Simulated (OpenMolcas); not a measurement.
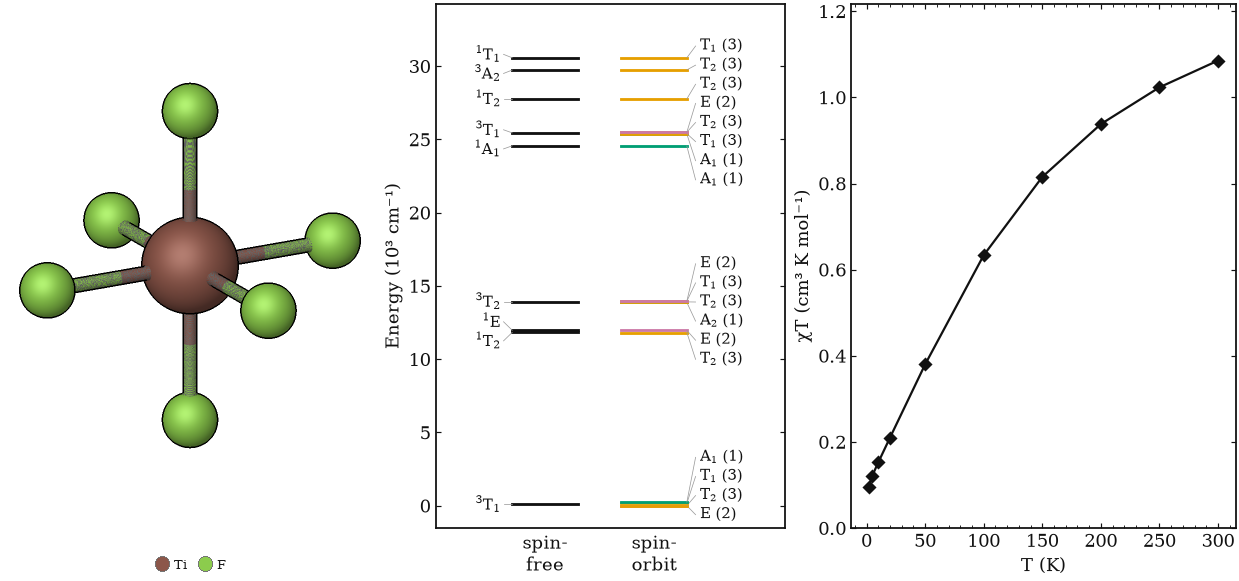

Ti²⁺ (3d²) as a dopant in LiF, a cluster with its 6 nearest F⁻ at 2.115 Å (octahedron) embedded in model potentials and point charges; the geometry was set, not optimised, and its levels and susceptibility. Labels give the representation in O, Td, D4 or D3 as the site allows (double group for half-integer spin) where it could be assigned and, in brackets, the degeneracy; spin-free states, where drawn, share the zero of the spin-orbit levels. Computed with OpenMolcas: state-averaged CASSCF, active space 2 electrons in the shell 3d, basis ANO-RCC-VDZP on all atoms, DKH2 scalar Hamiltonian, spin-orbit coupling by RASSI with atomic mean-field integrals. Powder susceptibility by Van Vleck's formula.

Question: Describe the ground state and the low levels.

Answer: The ground level is E, doubly degenerate, 100 % from states of spin multiplicity 3. Its principal g values are all close to zero. The next level lies at 1.9 cm⁻¹ (T₂). The lowest spin-free state is ³T₁, from the free-ion F term; of the same spin there follow at 13,800 cm⁻¹ (³T₂), 25,400 cm⁻¹ (³T₁) and 29,700 cm⁻¹ (³A₂) above it. A ligand-field fit to the spin-free states gives |10Dq| = 15,900 cm⁻¹, B = 846 and C = 3,190 cm⁻¹ (rms misfit 300 cm⁻¹). χT is 0.0949 cm³ K mol⁻¹ at 2 K and 1.09 at 300 K, an effective moment of 2.95 μB. The active orbitals hold 91 to 96 % metal character (Löwdin), and the Mulliken charge of the metal is +1.44.

Caveat: the geometry is set by hand, with no relaxation and no charge compensation.
